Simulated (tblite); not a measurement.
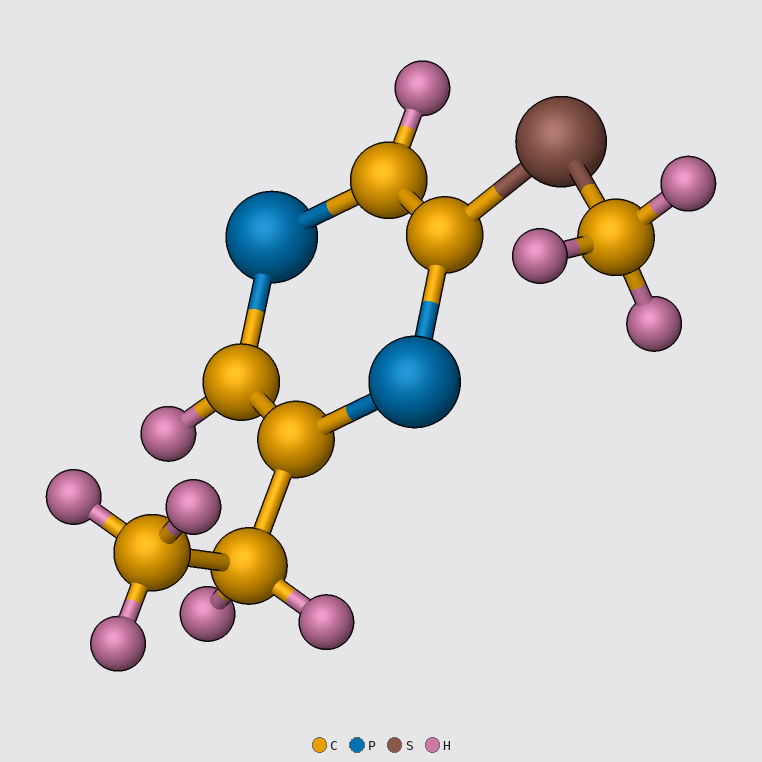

Figure made from data computed with tblite.

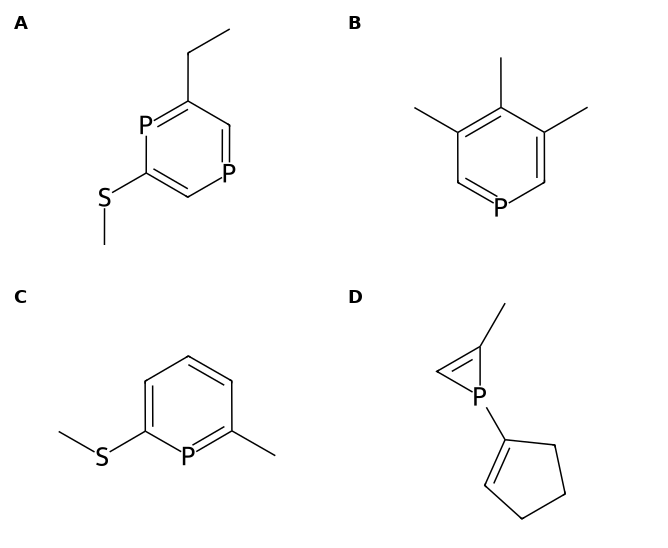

> Which structural formula matches the 3D model?

A, `CCc1cpcc(SC)p1`.
